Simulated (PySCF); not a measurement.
# C4H10O2Si: the cost of one run

Programs: PySCF 2.14.0, with routines of our own; each step states its level. All values are computed. Atoms count from 0.

## 1. The starting structure

17 atoms, charge 0, multiplicity 1; geometry from: GFN2-xTB.

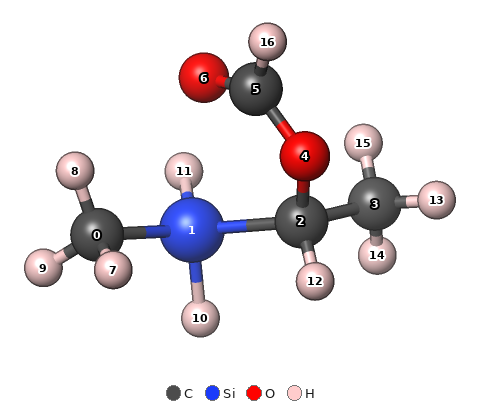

The starting geometry (carbon dark grey, silicon blue, oxygen red, hydrogen pink).

## 2. Excited states: TDA PBE0/def2-SVP

The job: settings as JSON, then the geometry in Å.

```
{"job": {"kind": "states", "xc": "PBE0", "basis": "def2-SVP", "tda": true, "soc": true, "nstates": 6, "ntriplets": 4, "nquad": 4}, "charge": 0, "multiplicity": 1}
C      1.943998    -1.111811    -0.721568
Si     0.705763     0.314704    -0.882031
C     -0.242688     0.653572     0.767623
C     -1.372788     1.650578     0.553646
O     -0.797056    -0.522535     1.403340
C     -1.139207    -1.501939     0.624313
O     -0.968499    -1.565923    -0.564898
H      2.401016    -1.140684     0.264467
H      1.479419    -2.074190    -0.905348
H      2.739715    -0.987791    -1.448437
H      1.519069     1.552650    -0.956483
H     -0.150171     0.312977    -2.061404
H      0.441386     1.047351     1.524141
H     -1.896574     1.854573     1.486633
H     -0.964982     2.579074     0.165882
H     -2.085552     1.257300    -0.167782
H     -1.619848    -2.305877     1.206918
```

Level: TDA PBE0/def2-SVP excited states, vertical, gas phase, spin-orbit mean-field couplings.

Launch:

```
$ OMP_NUM_THREADS=1 python excited_run.py task.json out
```

One launch serves the whole session: the jobs run in the order shown.

**Question.** How long does this first job take on 1 thread of Arm Neoverse V2, shared host, and how much memory does it need?

About 25 s, with a peak of 0.65 GiB.
